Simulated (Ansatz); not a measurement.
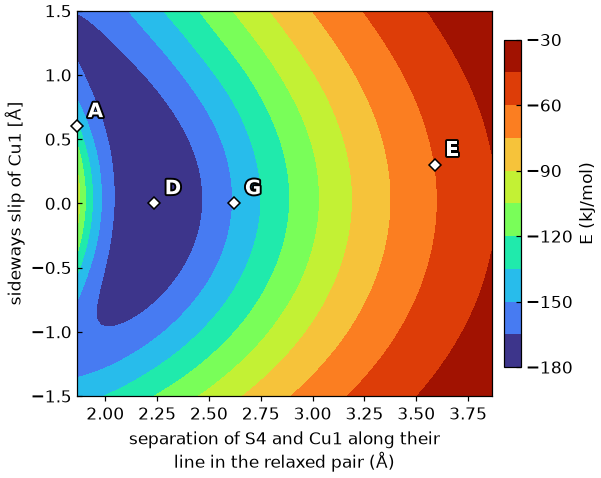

CCuS₂, charge +1. Coordinates scanned: (1) separation of S4 and Cu1 along their line in the relaxed pair; (2) sideways slip of Cu1. Nothing is relaxed (both partners rigid). The grid has 11 × 11 points. Points are written as (first, second). Energies are in kJ/mol, from the ion and the molecule far apart, frozen as in the relaxed pair, each in its own basis (no counterpoise correction). Computed with Ansatz 0.2.0, RKS PBE0-D4/def2-SVPD.

In the figure: filled contours, lettered points. Between grid points the surface is interpolated.

### Is A the lowest point of the computed grid?

No. A lies 47 kJ/mol above the lowest grid point, which is at (2.235 Å, 0.0 Å).

### Rank the lettered points by energy, lowest first.

D (−180 kJ/mol), G (−149 kJ/mol), A (−133 kJ/mol), E (−60 kJ/mol).
